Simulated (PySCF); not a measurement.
Potential energy curve for SMILES CBr (CH₃Br). The C1–Br5 bond (C1 also carries H, H, H; Br5 carries nothing else) is pulled apart rigidly from the PBE0/def2-TZVP optimised geometry.

Computed with: UKS-B3LYP = PySCF with unrestricted B3LYP/cc-pVDZ; RKS-B3LYP = restricted B3LYP/cc-pVDZ (PySCF); RKS-PBE0 = restricted PBE0/cc-pVDZ (PySCF).

Magnitude of the dipole moment (D; its direction can reverse along the curve, and a method can change to another solution) and Mulliken charge of the fragment that holds C1:

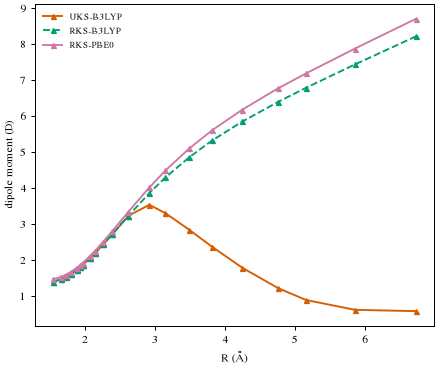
Figure: Dipole moment against bond length.

```json
[
 {"R / Å": "1.54", "μ UKS-B3LYP": "1.38", "q UKS-B3LYP": "0.08", "μ RKS-B3LYP": "1.38", "q RKS-B3LYP": "0.08", "μ RKS-PBE0": "1.46", "q RKS-PBE0": "0.09"},
 {"R / Å": "1.65", "μ UKS-B3LYP": "1.45", "q UKS-B3LYP": "0.10", "μ RKS-B3LYP": "1.45", "q RKS-B3LYP": "0.10", "μ RKS-PBE0": "1.52", "q RKS-PBE0": "0.10"},
 {"R / Å": "1.73", "μ UKS-B3LYP": "1.52", "q UKS-B3LYP": "0.11", "μ RKS-B3LYP": "1.52", "q RKS-B3LYP": "0.11", "μ RKS-PBE0": "1.59", "q RKS-PBE0": "0.11"},
 {"R / Å": "1.80", "μ UKS-B3LYP": "1.60", "q UKS-B3LYP": "0.11", "μ RKS-B3LYP": "1.60", "q RKS-B3LYP": "0.11", "μ RKS-PBE0": "1.67", "q RKS-PBE0": "0.12"},
 {"R / Å": "1.88", "μ UKS-B3LYP": "1.71", "q UKS-B3LYP": "0.12", "μ RKS-B3LYP": "1.71", "q RKS-B3LYP": "0.12", "μ RKS-PBE0": "1.77", "q RKS-PBE0": "0.12"},
 {"R / Å": "1.93", "μ UKS-B3LYP": "1.79", "q UKS-B3LYP": "0.13", "μ RKS-B3LYP": "1.79", "q RKS-B3LYP": "0.13", "μ RKS-PBE0": "1.85", "q RKS-PBE0": "0.13"},
 {"R / Å": "1.97", "μ UKS-B3LYP": "1.85", "q UKS-B3LYP": "0.13", "μ RKS-B3LYP": "1.85", "q RKS-B3LYP": "0.13", "μ RKS-PBE0": "1.92", "q RKS-PBE0": "0.13"},
 {"R / Å": "2.07", "μ UKS-B3LYP": "2.04", "q UKS-B3LYP": "0.14", "μ RKS-B3LYP": "2.04", "q RKS-B3LYP": "0.14", "μ RKS-PBE0": "2.10", "q RKS-PBE0": "0.14"},
 {"R / Å": "2.14", "μ UKS-B3LYP": "2.17", "q UKS-B3LYP": "0.15", "μ RKS-B3LYP": "2.17", "q RKS-B3LYP": "0.15", "μ RKS-PBE0": "2.24", "q RKS-PBE0": "0.15"},
 {"R / Å": "2.26", "μ UKS-B3LYP": "2.42", "q UKS-B3LYP": "0.17", "μ RKS-B3LYP": "2.42", "q RKS-B3LYP": "0.17", "μ RKS-PBE0": "2.50", "q RKS-PBE0": "0.17"},
 {"R / Å": "2.39", "μ UKS-B3LYP": "2.71", "q UKS-B3LYP": "0.19", "μ RKS-B3LYP": "2.71", "q RKS-B3LYP": "0.19", "μ RKS-PBE0": "2.79", "q RKS-PBE0": "0.19"},
 {"R / Å": "2.62", "μ UKS-B3LYP": "3.22", "q UKS-B3LYP": "0.21", "μ RKS-B3LYP": "3.22", "q RKS-B3LYP": "0.21", "μ RKS-PBE0": "3.33", "q RKS-PBE0": "0.22"},
 {"R / Å": "2.92", "μ UKS-B3LYP": "3.52", "q UKS-B3LYP": "0.22", "μ RKS-B3LYP": "3.85", "q RKS-B3LYP": "0.24", "μ RKS-PBE0": "4.01", "q RKS-PBE0": "0.25"},
 {"R / Å": "3.15", "μ UKS-B3LYP": "3.29", "q UKS-B3LYP": "0.18", "μ RKS-B3LYP": "4.28", "q RKS-B3LYP": "0.25", "μ RKS-PBE0": "4.48", "q RKS-PBE0": "0.26"},
 {"R / Å": "3.49", "μ UKS-B3LYP": "2.83", "q UKS-B3LYP": "0.14", "μ RKS-B3LYP": "4.84", "q RKS-B3LYP": "0.26", "μ RKS-PBE0": "5.09", "q RKS-PBE0": "0.27"},
 {"R / Å": "3.82", "μ UKS-B3LYP": "2.35", "q UKS-B3LYP": "0.10", "μ RKS-B3LYP": "5.31", "q RKS-B3LYP": "0.26", "μ RKS-PBE0": "5.60", "q RKS-PBE0": "0.28"},
 {"R / Å": "4.25", "μ UKS-B3LYP": "1.77", "q UKS-B3LYP": "0.06", "μ RKS-B3LYP": "5.84", "q RKS-B3LYP": "0.26", "μ RKS-PBE0": "6.17", "q RKS-PBE0": "0.28"},
 {"R / Å": "4.76", "μ UKS-B3LYP": "1.21", "q UKS-B3LYP": "0.03", "μ RKS-B3LYP": "6.38", "q RKS-B3LYP": "0.26", "μ RKS-PBE0": "6.76", "q RKS-PBE0": "0.27"},
 {"R / Å": "5.16", "μ UKS-B3LYP": "0.88", "q UKS-B3LYP": "0.01", "μ RKS-B3LYP": "6.77", "q RKS-B3LYP": "0.25", "μ RKS-PBE0": "7.17", "q RKS-PBE0": "0.27"},
 {"R / Å": "5.86", "μ UKS-B3LYP": "0.61", "q UKS-B3LYP": "0.00", "μ RKS-B3LYP": "7.42", "q RKS-B3LYP": "0.24", "μ RKS-PBE0": "7.86", "q RKS-PBE0": "0.26"},
 {"R / Å": "6.73", "μ UKS-B3LYP": "0.57", "q UKS-B3LYP": "0.00", "μ RKS-B3LYP": "8.20", "q RKS-B3LYP": "0.24", "μ RKS-PBE0": "8.69", "q RKS-PBE0": "0.25"}
]
```

The unrestricted determinant behind UKS-B3LYP is spin-contaminated at 2.92 to 6.73 Å (<S²> up to 1.0, against 0.00 for a pure singlet). At the longest distance RKS-B3LYP, RKS-PBE0 leaves fractional charges on the fragments, a sign of delocalisation error or of the restricted form. The restricted form behind RKS-B3LYP, RKS-PBE0 keeps the bonding electrons paired and can't separate into open-shell fragments.
